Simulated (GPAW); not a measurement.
Two runs for the Y L₃ edge of atom 1 in Y (P6_3/mmc). Run A: GPAW, PBE, excited-electron core hole (neutral cell), 8-atom cell with 6.8 Å between holes, 3×3×3 k points, dipole transitions, Gaussian full width 1.5 eV up to 4 eV, rising linearly to 3.5 eV at 25 eV. Run B differs in one choice.

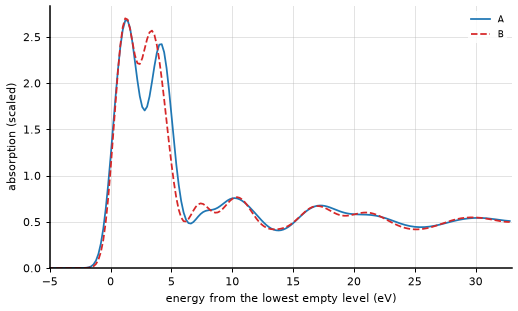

Energy from the lowest empty level; intensity scaled to a mean of 1 over the first 20 eV.

Q: What was changed?
a) the broadening
b) the size of the supercell
c) the plane-wave cutoff
d) the volume of the cell

(b): run B changes the supercell atoms from 8 to 2, and the k mesh follows the cell. Against the first run the r.m.s. difference is 16 %. The highest intensity below 24 eV goes from 1.4 eV (2.68) to 1.2 eV (2.70). Other settings could leave a like mark; this is the one that was changed.

[Hosts, paths, dates, database ids (printed as entryN), source tags and the programs' standing remarks are cut or masked in the printed files.]

[Lists of maxima count a maximum above −3 eV only where it reaches 4 % of the highest in the window and stands out from its surroundings by 2 % of it (1.5 % where it reaches 55 %); shoulders and weaker maxima are passed over, and of the rest the first, up to two pre-edge ones and the few strongest are named.]
